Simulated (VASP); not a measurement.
Band structure of CsI (CsCl type). Calculation: r2SCAN+rVV10, VASP's PBE PAW potentials (set 64) (plane waves; VASP).

Unless said otherwise, spin-orbit coupling is left out, though it shifts the bands of the heavy elements here.

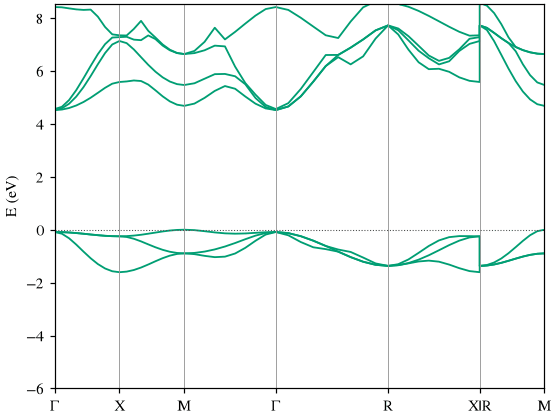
Figure. Bands along high-symmetry lines, zero at the valence-band maximum or, without a gap, the Fermi level

Task: Read the plot: is there a gap, and where are the band edges?

Result: The gap is indirect, 4.52 eV, from the valence maximum at M to the conduction minimum at Γ.

Measured: gap 6.20 eV (computed value off by -1.68 eV), as given by Aguado et al., (1998), arXiv:cond-mat/9809176.

The compound is CsI in the CsCl type structure. It was relaxed first.
